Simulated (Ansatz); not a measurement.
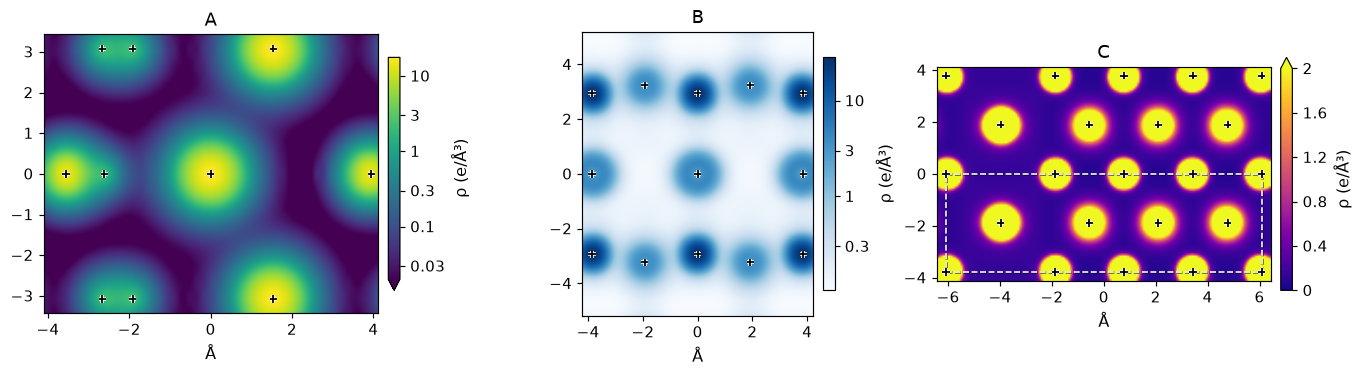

The valence electron density of 3 systems, each on a plane through atoms (crosses mark nuclei in the plane).

All numbers below come from Ansatz 0.2.0, DFT PBE, scalar-relativistic, plane waves, PAW.

System 1: Hg₂H₃F, the (110) plane of the conventional cell. Space group P4mm; a generated structure, not necessarily the stable one; changed on purpose from its base cell (volume × 1.06, shape and atoms relaxed).

```
CELL_PARAMETERS angstrom
4.35435 0.00000 0.00000
0.00000 4.35435 0.00000
0.00000 0.00000 7.50482
ATOMIC_POSITIONS crystal
Hg 0.00000 0.00000 0.01680
Hg 0.50000 0.50000 0.22170
H 0.50000 0.50000 0.66148
H 0.50000 0.50000 0.76171
H 0.00000 0.00000 0.66897
F 0.00000 0.00000 0.54334
```

System 2: ZrMn₂N₂, the (100) plane of the conventional cell. Space group Immm; a generated structure, not necessarily the stable one; spin-polarised.

System 3: Mg₄FeO₃, the (11̄0) plane of the conventional cell. Space group P4/mmm; a generated structure, not necessarily the stable one; spin-polarised.

```
Mg Fe O
1.0
     2.67351    0.00000    0.00000
     0.00000    2.67351    0.00000
     0.00000    0.00000   12.16271
Mg Fe O
4 1 3
Direct
  0.00000 0.00000 0.82698
  0.00000 0.00000 0.17302
  0.00000 0.00000 0.39058
  0.00000 0.00000 0.60942
  0.50000 0.50000 0.00000
  0.50000 0.50000 0.28103
  0.50000 0.50000 0.50000
  0.50000 0.50000 0.71897
```

Question: Match each panel to its system.

Answer: Panel A is system 1, Hg₂H₃F: the plane holds Hg, H and F. H–H (0.75 Å): ρ is about 1.8 e/Å³ halfway. Panel B is system 2, ZrMn₂N₂: the plane holds Zr, Mn and N. Mn–N (1.95 Å): ρ is about 0.73 e/Å³ halfway. Panel C is system 3, Mg₄FeO₃: the plane holds Mg, Fe and O. Mg–O (2.30 Å): ρ is about 0.23 e/Å³ halfway.
